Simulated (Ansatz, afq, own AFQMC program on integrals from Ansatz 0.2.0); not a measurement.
# CH₄Ge (singlet): AFQMC on the coupled-cluster ladder, cc-pVTZ, part 1 of 2

How near does AFQMC come to the top of the ladder for CH₄Ge (singlet)?

The runs use Ansatz 0.2.0, Gaussian basis, and an in-house AFQMC program (afq) on its integrals; all values are calculated; cc-pVTZ, frozen cores.

Plan: PBE (unrestricted); CCSD(T) on RHF; CCSD(T) on RHF; CCSD(T) on RHF; r2SCAN (unrestricted); PBE0 (unrestricted); B3LYP (unrestricted); wB97M-V (unrestricted); B2PLYP (unrestricted); Phaseless AFQMC, CISD trial on RHF; Phaseless AFQMC, single-determinant trial on RHF; Free-projection AFQMC, CISD trial on RHF; UHF; CCSD(T) on UHF; Phaseless AFQMC, CISD trial on UHF; Phaseless AFQMC, single-determinant trial on UHF; Free-projection AFQMC, CISD trial on UHF.

## Step 1: The system

The geometry is a PBE0/def2-TZVP stationary point (not a proven minimum). No spin-orbit coupling is included. The filled d shell of Ge may be among the frozen orbitals whatever the setting's name suggests; the logs give the count.

6 atoms, charge 0, spin multiplicity 1.

Atoms are counted from 1 here; the program's logs count them from 0.

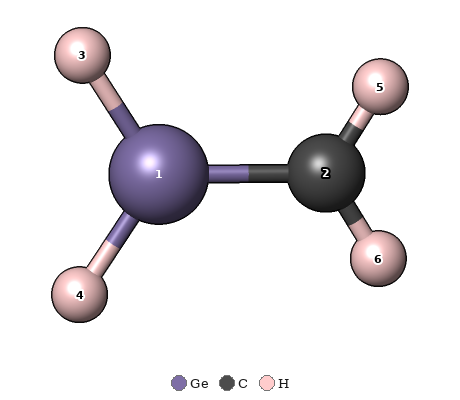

The geometry (germanium purple, carbon dark grey, hydrogen pink); atoms are numbered from 1 in the order of the file.

## Step 2: PBE (unrestricted)

File in.yaml:

```yaml
crystal:
  periodic: [false, false, false]
  atoms:
    - {symbol: Ge, position_ang: [0.000000, 0.000000, 0.273860]}
    - {symbol: C, position_ang: [0.000000, 0.000000, -1.494741]}
    - {symbol: H, position_ang: [0.000000, 1.285282, 1.096845]}
    - {symbol: H, position_ang: [0.000000, -1.285282, 1.096845]}
    - {symbol: H, position_ang: [0.000000, 0.923283, -2.059354]}
    - {symbol: H, position_ang: [0.000000, -0.923283, -2.059354]}
basis:
  gaussian: {orbitals: cc-pVTZ}
magnetization: {spin_polarized: true, initial_magnetization: 0}
hamiltonian: {xc: {name: PBE}}
output: {orbitals: {seedname: orbitals}}
```

On the command line:

```bash
> ansatz run in.yaml --threads 1 --pin off --events-out ev --progress --plain --max-ram 5632MiB --backend cpu
```

Log:

```text
Functional definition: PBE
  name "PBE"
  cite "Perdew, Burke & Ernzerhof, Phys. Rev. Lett. 77, 3865 (1996) doi:10.1103/PhysRevLett.77.3865"
  parent pbe
  parameter kappa = 0.804
  parameter beta = 0.06672455060314922
  exchange = pbe_x(kappa = kappa, mu = beta*pi^2/3)
  correlation = pbe_c(beta = beta)
761 factors; their error is unknown
mean field evaluation 1: about -57596.2407 eV, gradient 5.3e1 eV
mean field evaluation 2: about -57551.1055 eV, gradient 8.6e1 eV
mean field evaluation 4: about -57609.1788 eV, gradient 9.0e0 eV
mean field evaluation 8: about -57609.8798 eV, gradient 2.3e-1 eV
mean field evaluation 16: about -57609.8720 eV, gradient 2.6e-5 eV
mean field -57609.87203280 eV, -2117.1237478316 hartree, gradient 2.6e-5 eV, S^2 0.000000; 0 other end points of the search recorded, 0 dependent functions left out
reference -57609.87206621 eV, -2117.1237490596 hartree; 21, 21 occupied and 108, 108 virtual orbitals, 761 factors
Total energy: -57609.87206621 eV, -2117.1237490596 hartree
```

Wall time 2.5 s (1 thread of AMD EPYC 7R13 (Zen 3), shared host); peak memory 0.74 GiB.

From the report: ⟨S²⟩ of the determinant 0.000 (pure singlet: 0.00).

## Step 3: CCSD(T) on RHF

in.yaml, as its differences from that of step 2:

```diff
@@ -11,4 +11,3 @@
   gaussian: {orbitals: cc-pVTZ}
-magnetization: {spin_polarized: true, initial_magnetization: 0}
-hamiltonian: {xc: {name: PBE}}
-output: {orbitals: {seedname: orbitals}}
+magnetization: {spin_polarized: false}
+correlation: {method: ccsd_t, electrons: outside_noble_gas, hamiltonian_folder: ham}
```

On the command line:

```bash
> ansatz run in.yaml --threads 1 --pin off --events-out ev --progress --plain --max-ram 16896MiB --backend cuda --devices 0, --max-vram 18GiB
```

Log, cut to the lines that bear on the results:

```text
Functional definition: HF
  name "HF"
  cite "Fock, Z. Phys. 61, 126 (1930) doi:10.1007/BF01340294"
  parent pbe
[...]
752 factors; integrals over basis functions are off by at most 1.1e-3 eV
[...]
mean field -57566.83286861 eV, -2115.5420877205 hartree, gradient 1.9e-6 eV, S^2 0.000000; 0 other end points of the search recorded, 0 dependent functions left out; unrestricted orbitals would lower it
15 core orbitals not correlated: weight in the atoms' cores, before any rotation towards them, 0.999 or more for the frozen orbitals, at most 0.001 for the correlated occupied ones
reference -57566.83286861 eV, -2115.5420877205 hartree; 6, 6 occupied and 108, 108 virtual orbitals, 752 factors
second order -7.96889538 eV of doubles, -0.00000000 eV of singles
cycle   1  -8.39062073 eV  change   -4.2e-1 eV  update   7.6e-2
[...]
cycle  10  -8.73720017 eV  change    2.5e-6 eV  update   3.5e-6
perturbative correction -0.39103218 eV, -0.0143701674 hartree
Total energy: -57575.96110095 eV, -2115.8775440719 hartree
```

Wall time 5.5 s (1 × NVIDIA H100 80GB HBM3 with 1 thread of AMD EPYC 7R13 (Zen 3), shared host); peak host memory 0.82 GiB.

From the report: correlation -9.1282 eV; T1 0.014; largest double amplitude 0.14.

This run also writes the integrals to the folder ham.

## Step 4: CCSD(T) on RHF

in.yaml, as its differences from that of step 3:

```diff
@@ -10,4 +10,4 @@
 basis:
-  gaussian: {orbitals: cc-pVTZ}
+  gaussian: {orbitals: def2-TZVPP}
 magnetization: {spin_polarized: false}
-correlation: {method: ccsd_t, electrons: outside_noble_gas, hamiltonian_folder: ham}
+correlation: {method: ccsd_t, electrons: outside_noble_gas}
```

Same command.

Log, cut to the lines that bear on the results:

```text
Functional definition: HF
  name "HF"
  cite "Fock, Z. Phys. 61, 126 (1930) doi:10.1007/BF01340294"
  parent pbe
[...]
810 factors; integrals over basis functions are off by at most 1.4e-3 eV
[...]
mean field -57565.80365106 eV, -2115.5042646733 hartree, gradient 2.1e-6 eV, S^2 0.000000; 0 other end points of the search recorded, 0 dependent functions left out; unrestricted orbitals would lower it
15 core orbitals not correlated: weight in the atoms' cores, before any rotation towards them, 0.999 or more for the frozen orbitals, at most 0.001 for the correlated occupied ones
reference -57565.80365106 eV, -2115.5042646733 hartree; 6, 6 occupied and 114, 114 virtual orbitals, 810 factors
second order -7.96111295 eV of doubles, -0.00000000 eV of singles
cycle   1  -8.38427580 eV  change   -4.2e-1 eV  update   7.6e-2
[...]
cycle  10  -8.72803266 eV  change    4.8e-6 eV  update   3.6e-6
perturbative correction -0.38940398 eV, -0.0143103324 hartree
Total energy: -57574.92108770 eV, -2115.8393242899 hartree
```

It took 2.6 s on 1 × NVIDIA H100 80GB HBM3 with 1 thread of AMD EPYC 7R13 (Zen 3), shared host; peak host memory 0.82 GiB.

From the report: correlation -9.1174 eV; T1 0.014; largest double amplitude 0.14.

## Step 5: CCSD(T) on RHF

in.yaml, as its differences from that of step 4:

```diff
@@ -10,3 +10,3 @@
 basis:
-  gaussian: {orbitals: def2-TZVPP}
+  gaussian: {orbitals: "def2-QZVPP.json"}
 magnetization: {spin_polarized: false}
```

Launched as before.

Log, cut to the lines that bear on the results:

```text
Functional definition: HF
  name "HF"
  cite "Fock, Z. Phys. 61, 126 (1930) doi:10.1007/BF01340294"
  parent pbe
[...]
1649 factors; integrals over basis functions are off by at most 7.1e-4 eV
[...]
mean field -57567.01780915 eV, -2115.5488841600 hartree, gradient 2.9e-6 eV, S^2 0.000000; 0 other end points of the search recorded, 0 dependent functions left out; unrestricted orbitals would lower it
15 core orbitals not correlated: weight in the atoms' cores, before any rotation towards them, 0.999 or more for the frozen orbitals, at most 0.001 for the correlated occupied ones
reference -57567.01780915 eV, -2115.5488841600 hartree; 6, 6 occupied and 245, 245 virtual orbitals, 1649 factors
second order -8.45078675 eV of doubles, -0.00000000 eV of singles
cycle   1  -8.75874145 eV  change   -3.1e-1 eV  update   7.6e-2
[...]
cycle  10  -9.10949823 eV  change    9.3e-6 eV  update   4.3e-6
perturbative correction -0.42308726 eV, -0.0155481700 hartree
Total energy: -57576.55039463 eV, -2115.8992002152 hartree
```

It took 4.2 s on 1 × NVIDIA H100 80GB HBM3 with 1 thread of AMD EPYC 7R13 (Zen 3), shared host; peak host memory 1.2 GiB.

From the report: correlation -9.5326 eV; T1 0.014; largest double amplitude 0.12.

## Step 6: r2SCAN (unrestricted)

in.yaml, as its differences from that of step 5:

```diff
@@ -10,4 +10,4 @@
 basis:
-  gaussian: {orbitals: "def2-QZVPP.json"}
-magnetization: {spin_polarized: false}
-correlation: {method: ccsd_t, electrons: outside_noble_gas}
+  gaussian: {orbitals: cc-pVTZ}
+magnetization: {spin_polarized: true, initial_magnetization: 0}
+hamiltonian: {xc: {name: r2SCAN}}
```

On the command line:

```bash
> ansatz run in.yaml --threads 1 --pin off --events-out ev --progress --plain --max-ram 5632MiB --backend cpu
```

Log:

```text
Functional definition: r2SCAN
  name "r2SCAN"
  cite "Furness, Kaplan, Ning, Perdew & Sun, J. Phys. Chem. Lett. 11, 8208 (2020) doi:10.1021/acs.jpclett.0c02405"
  cite "Furness, Kaplan, Ning, Perdew & Sun, J. Phys. Chem. Lett. 11, 9248 (2020) doi:10.1021/acs.jpclett.0c03077"
  parent r2scan
  parameter k0 = 0.174
  parameter k1 = 0.065
  parameter a1 = 4.9479
  exchange = r2scan_x(k0 = k0, k1 = k1, a1 = a1)
  correlation = r2scan_c
761 factors; their error is unknown
mean field evaluation 1: about -57608.1509 eV, gradient 4.7e1 eV
mean field evaluation 2: about -57576.1175 eV, gradient 7.5e1 eV
mean field evaluation 4: about -57618.8659 eV, gradient 5.5e0 eV
mean field evaluation 8: about -57619.1134 eV, gradient 1.9e-1 eV
mean field evaluation 16: about -57619.1054 eV, gradient 6.0e-5 eV
mean field -57619.10541324 eV, -2117.4630683042 hartree, gradient 1.9e-6 eV, S^2 0.000000; 1 other end points of the search recorded, 0 dependent functions left out
reference -57619.10542587 eV, -2117.4630687683 hartree; 21, 21 occupied and 108, 108 virtual orbitals, 761 factors
Total energy: -57619.10542587 eV, -2117.4630687683 hartree
```

Wall time 12 s (1 thread of AMD EPYC 7R13 (Zen 3), shared host); peak memory 0.74 GiB.

From the report: ⟨S²⟩ of the determinant 0.000 (pure singlet: 0.00).

## Step 7: PBE0 (unrestricted)

in.yaml, as its differences from that of step 6:

```diff
@@ -12,2 +12,3 @@
 magnetization: {spin_polarized: true, initial_magnetization: 0}
-hamiltonian: {xc: {name: r2SCAN}}
+hamiltonian: {xc: {name: PBE0}}
+output: {orbitals: {seedname: orbitals}}
```

Launched as before.

Log:

```text
Functional definition: PBE0
  name "PBE0"
  cite "Adamo & Barone, J. Chem. Phys. 110, 6158 (1999) doi:10.1063/1.478522"
  cite "Perdew, Burke & Ernzerhof, Phys. Rev. Lett. 77, 3865 (1996) doi:10.1103/PhysRevLett.77.3865"
  parent pbe
  parameter a = 0.25
  parameter kappa = 0.804
  parameter beta = 0.06672455060314922
  exchange = (1 - a)*pbe_x(kappa = kappa, mu = beta*pi^2/3) + a*exact_x
  correlation = pbe_c(beta = beta)
827 factors; their error is unknown
mean field evaluation 1: about -57602.6054 eV, gradient 4.2e1 eV
mean field evaluation 2: about -57582.7229 eV, gradient 6.3e1 eV
mean field evaluation 4: about -57611.2533 eV, gradient 2.1e0 eV
mean field evaluation 8: about -57611.2846 eV, gradient 1.0e-1 eV
mean field evaluation 16: about -57611.4880 eV, gradient 2.8e-6 eV
mean field -57611.48803836 eV, -2117.1831349407 hartree, gradient 2.8e-6 eV, S^2 0.000000; 1 other end points of the search recorded, 0 dependent functions left out
reference -57611.48806319 eV, -2117.1831358532 hartree; 21, 21 occupied and 108, 108 virtual orbitals, 827 factors
Total energy: -57611.48806319 eV, -2117.1831358532 hartree
```

Run time: 3.9 s. Hardware: 1 thread of AMD EPYC 7R13 (Zen 3), shared host; peak memory 1.5 GiB.

From the report: ⟨S²⟩ of the determinant 0.000 (pure singlet: 0.00).

## Step 8: B3LYP (unrestricted)

in.yaml, as its differences from that of step 7:

```diff
@@ -12,3 +12,2 @@
 magnetization: {spin_polarized: true, initial_magnetization: 0}
-hamiltonian: {xc: {name: PBE0}}
-output: {orbitals: {seedname: orbitals}}
+hamiltonian: {xc: {name: B3LYP}}
```

The command is unchanged.

Log, cut to the lines that bear on the results:

```text
Functional definition: B3LYP
  name "B3LYP"
  cite "Stephens, Devlin, Chabalowski & Frisch, J. Phys. Chem. 98, 11623 (1994) doi:10.1021/j100096a001"
  cite "Becke, Phys. Rev. A 38, 3098 (1988) doi:10.1103/PhysRevA.38.3098"
  cite "Lee, Yang & Parr, Phys. Rev. B 37, 785 (1988) doi:10.1103/PhysRevB.37.785"
  cite "Vosko, Wilk & Nusair, Can. J. Phys. 58, 1200 (1980) doi:10.1139/p80-159"
[...]
818 factors; their error is unknown
[...]
mean field -57621.55815283 eV, -2117.5532048217 hartree, gradient 2.3e-5 eV, S^2 0.000000; 1 other end points of the search recorded, 0 dependent functions left out
reference -57621.55836666 eV, -2117.5532126799 hartree; 21, 21 occupied and 108, 108 virtual orbitals, 818 factors
Total energy: -57621.55836666 eV, -2117.5532126799 hartree
```

Run time: 3.6 s. Hardware: 1 thread of AMD EPYC 7R13 (Zen 3), shared host; peak memory 1.6 GiB.

From the report: ⟨S²⟩ of the determinant 0.000 (pure singlet: 0.00).

## Step 9: wB97M-V (unrestricted)

in.yaml, as its differences from that of step 8:

```diff
@@ -12,2 +12,3 @@
 magnetization: {spin_polarized: true, initial_magnetization: 0}
-hamiltonian: {xc: {name: B3LYP}}
+hamiltonian: {xc: {name: wB97M-V}}
+output: {orbitals: {seedname: orbitals}}
```

Same command.

Log, cut to the lines that bear on the results:

```text
Functional definition: wB97M-V
  name "wB97M-V"
  cite "Mardirossian & Head-Gordon, J. Chem. Phys. 144, 214110 (2016) doi:10.1063/1.4952647"
  cite "Becke, J. Chem. Phys. 107, 8554 (1997) doi:10.1063/1.475007"
  cite "Vydrov & Van Voorhis, J. Chem. Phys. 133, 244103 (2010) doi:10.1063/1.3521275"
  # Of w^i u^j: cxij and so on, Table III.
[...]
  gx(w, u) = 1 - cx + cx01*u + cx10*w
  gss(w, u) = css00 + css04*u^4 + css10*w + css20*w^2 + css43*w^4*u^3
  gos(w, u) = cos00 + cos10*w + (cos20 + cos21*u)*w^2 + (cos60 + cos61*u)*w^6
[...]
      + integral(e_c_pw_mod_opposite_spin*gos(b97_w_opposite, b97_u_opposite)) + vv10(b, c)
811 factors; their error is unknown
194 factors; integrals over basis functions are off by at most 9.2e-6 eV
[...]
mean field -57616.02416844 eV, -2117.3498346463 hartree, gradient 1.8e-5 eV, S^2 0.000000; 1 other end points of the search recorded, 0 dependent functions left out
reference -57616.02421097 eV, -2117.3498362094 hartree; 21, 21 occupied and 108, 108 virtual orbitals, 811 factors
Total energy: -57616.02421097 eV, -2117.3498362094 hartree
```

Wall time 11 s (1 thread of AMD EPYC 7R13 (Zen 3), shared host); peak memory 1.6 GiB.

From the report: ⟨S²⟩ of the determinant 0.000 (pure singlet: 0.00).

## Step 10: B2PLYP (unrestricted)

in.yaml, as its differences from that of step 9:

```diff
@@ -12,3 +12,3 @@
 magnetization: {spin_polarized: true, initial_magnetization: 0}
-hamiltonian: {xc: {name: wB97M-V}}
-output: {orbitals: {seedname: orbitals}}
+hamiltonian: {xc: {name: B2PLYP}}
+correlation: {electrons: outside_noble_gas}
```

The command is unchanged.

Log, cut to the lines that bear on the results:

```text
Functional definition: B2PLYP
  name "B2PLYP"
  cite "Grimme, J. Chem. Phys. 124, 034108 (2006) doi:10.1063/1.2148954"
  cite "Becke, Phys. Rev. A 38, 3098 (1988) doi:10.1103/PhysRevA.38.3098"
  cite "Lee, Yang & Parr, Phys. Rev. B 37, 785 (1988) doi:10.1103/PhysRevB.37.785"
[...]
752 factors; integrals over basis functions are off by at most 1.1e-3 eV
[...]
mean field -57605.07742602 eV, -2116.9475492822 hartree, gradient 1.1e-6 eV, S^2 0.000000; 2 other end points of the search recorded, 0 dependent functions left out
15 core orbitals not correlated: weight in the atoms' cores, before any rotation towards them, 0.998 or more for the frozen orbitals, at most 0.001 for the correlated occupied ones
reference -57605.07756078 eV, -2116.9475542348 hartree; 6, 6 occupied and 108, 108 virtual orbitals, 752 factors
second order -9.92672135 eV of doubles, -0.00000000 eV of singles
Total energy: -57607.75777555 eV, -2117.0460503107 hartree
```

It took 8.5 s on 1 thread of AMD EPYC 7R13 (Zen 3), shared host; peak memory 1.6 GiB.

From the report: ⟨S²⟩ of the determinant 0.000 (pure singlet: 0.00).

## Step 11: Phaseless AFQMC, CISD trial on RHF

It reads the integrals that the CCSD(T) run on this determinant wrote.

On the command line:

```bash
> afq ham --method phaseless --trial cisd --walkers 600 --populations 10 --least-time 60 --time-step 0.005 --steps-per-block 50 --equilibration-blocks 28 --max-blocks 4000 --target-error 0.00021 --factor-cut 1e-05 --seed 511 --release-times 0.24,0.51,0.99,1.62,2.4 --release-step 0.03 --release-every 3 --taylor-order 6
```

Log:

```text
orbitals 114  electrons 6 6  factors 708 of 752
reference energy -2115.54208772 Eh
CCSD correlation -0.32108623 Eh in 10 cycles, weight of the determinant in the CISD state 0.8551
energy of the start -2115.863162 Eh
 block  time / (1/Eh)  mean weight  energy / Eh
     1     0.250  1.0004  -2115.858666
     2     0.500  0.9992  -2115.862073
     3     0.750  0.9996  -2115.865302
     4     1.000  0.9996  -2115.868800
     5     1.250  0.9999  -2115.871322
     6     1.500  1.0009  -2115.875236
     7     1.750  1.0001  -2115.877391
     8     2.000  0.9998  -2115.877192
     9     2.250  1.0003  -2115.876967
    10     2.500  0.9994  -2115.876469
    16     4.000  0.9988  -2115.875630
    31     7.750  0.9991  -2115.875234
    46    11.500  1.0001  -2115.876347
    61    15.250  0.9996  -2115.880386
    76    19.000  1.0003  -2115.879024
    91    22.750  1.0000  -2115.878203
   106    26.500  1.0007  -2115.878442
   121    30.250  0.9997  -2115.878765
   136    34.000  1.0000  -2115.874394
   151    37.750  1.0001  -2115.882696
   166    41.500  1.0002  -2115.881221
   181    45.250  0.9999  -2115.880690
   196    49.000  0.9996  -2115.880513
   211    52.750  0.9995  -2115.878810
   226    56.500  0.9992  -2115.878957
   241    60.250  1.0009  -2115.879010
   256    64.000  0.9993  -2115.876310
   271    67.750  0.9996  -2115.879428
   286    71.500  0.9995  -2115.878818
   301    75.250  1.0012  -2115.879239
   316    79.000  1.0008  -2115.884095
   331    82.750  0.9998  -2115.877599
   346    86.500  1.0010  -2115.880385
   361    90.250  1.0001  -2115.879084
   376    94.000  0.9987  -2115.875292
   391    97.750  1.0000  -2115.877180
   406   101.500  1.0006  -2115.879157
   421   105.250  0.9999  -2115.876327
   436   109.000  0.9993  -2115.879393
   451   112.750  0.9998  -2115.876236
   466   116.500  1.0002  -2115.876752
   481   120.250  1.0000  -2115.877476
   496   124.000  0.9997  -2115.879221
   511   127.750  1.0005  -2115.879536
   526   131.500  0.9997  -2115.880846
   541   135.250  1.0008  -2115.878436
   556   139.000  1.0005  -2115.879065
   571   142.750  1.0012  -2115.876649
   586   146.500  1.0011  -2115.880565
   601   150.250  1.0000  -2115.876769
   616   154.000  1.0003  -2115.874518
   631   157.750  0.9998  -2115.875966
error from the spread of 10 populations
released: time / (1/Eh)  energy / Eh  error  mean overlap
  0.24  -2115.879140  0.000217  0.9956
  0.51  -2115.879053  0.000198  0.9909
  0.99  -2115.879150  0.000197  0.9842
  1.62  -2115.878841  0.000153  0.9840
  2.40  -2115.879066  0.000219  0.9788
energy -2115.878766 +/- 0.000252 Eh
```

It took 3.7 min on 1 × NVIDIA H100 80GB HBM3 with 2 threads of AMD EPYC 7R13 (Zen 3), shared host; peak host memory 1.6 GiB.

Energy -57575.9944 ± 0.0068 eV. Caveats: constraint bias not in the error.

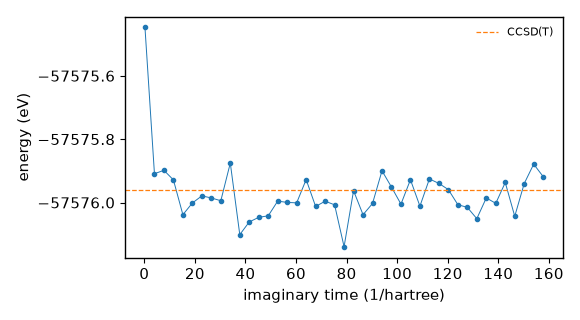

Block energies along the walk.

## Step 12: Phaseless AFQMC, single-determinant trial on RHF

It reads the integrals that the CCSD(T) run on this determinant wrote.

On the command line:

```bash
> afq ham --method phaseless --trial hf --walkers 600 --populations 10 --least-time 40 --time-step 0.005 --steps-per-block 20 --equilibration-blocks 112 --max-blocks 4000 --target-error 0.0010500000000000002 --factor-cut 1e-05 --seed 5953 --taylor-order 6
```

Log:

```text
orbitals 114  electrons 6 6  factors 708 of 752
reference energy -2115.54208772 Eh
CCSD correlation -0.32108623 Eh in 10 cycles, weight of the determinant in the CISD state 0.8551
energy of the start -2115.542088 Eh
 block  time / (1/Eh)  mean weight  energy / Eh
     1     0.100  1.0006  -2115.619638
     2     0.200  1.0015  -2115.672541
     3     0.300  1.0022  -2115.715806
     4     0.400  1.0021  -2115.740907
     5     0.500  0.9997  -2115.765632
     6     0.600  1.0023  -2115.781774
     7     0.700  1.0016  -2115.789334
     8     0.800  1.0015  -2115.798352
     9     0.900  1.0010  -2115.807599
    10     1.000  1.0001  -2115.823525
    16     1.600  0.9997  -2115.849162
    31     3.100  1.0001  -2115.883140
    46     4.600  1.0000  -2115.864281
    61     6.100  0.9996  -2115.872381
    76     7.600  1.0001  -2115.875848
    91     9.100  0.9996  -2115.886277
   106    10.600  1.0005  -2115.876664
   121    12.100  1.0000  -2115.889913
   136    13.600  1.0009  -2115.870123
   151    15.100  1.0001  -2115.887438
   166    16.600  1.0002  -2115.881370
   181    18.100  1.0006  -2115.880675
   196    19.600  0.9993  -2115.890485
   211    21.100  1.0002  -2115.881051
   226    22.600  0.9993  -2115.881546
   241    24.100  1.0001  -2115.890190
   256    25.600  0.9989  -2115.895536
   271    27.100  1.0006  -2115.887676
   286    28.600  0.9995  -2115.887532
   301    30.100  1.0011  -2115.889222
   316    31.600  1.0001  -2115.872326
   331    33.100  1.0003  -2115.886148
   346    34.600  1.0008  -2115.877242
   361    36.100  1.0002  -2115.899515
   376    37.600  0.9990  -2115.873580
   391    39.100  1.0011  -2115.886580
   406    40.600  1.0015  -2115.895746
   421    42.100  0.9995  -2115.878993
   436    43.600  0.9995  -2115.889509
   451    45.100  0.9994  -2115.885238
   466    46.600  0.9993  -2115.871094
   481    48.100  1.0008  -2115.887070
   496    49.600  0.9996  -2115.901510
   511    51.100  0.9997  -2115.868436
   526    52.600  1.0002  -2115.873891
   541    54.100  0.9999  -2115.872358
   556    55.600  1.0002  -2115.874319
   571    57.100  0.9994  -2115.871528
   586    58.600  1.0006  -2115.885289
   601    60.100  0.9992  -2115.880552
error from the spread of 10 populations
energy -2115.882208 +/- 0.001751 Eh
```

It took 88 s on 1 × NVIDIA H100 80GB HBM3 with 2 threads of AMD EPYC 7R13 (Zen 3), shared host; peak host memory 1.7 GiB.

Energy -57576.0880 ± 0.0477 eV. Caveats: constraint bias not in the error; error above the target.

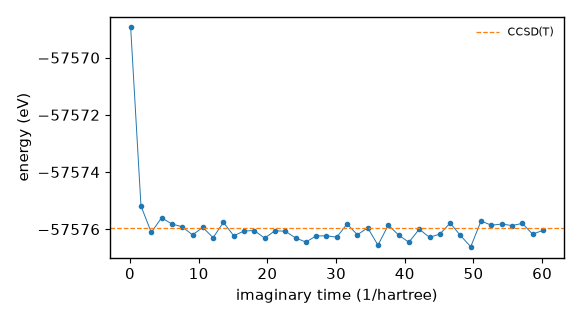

Block energies along the walk.

(Continued in part 2 of 2.)
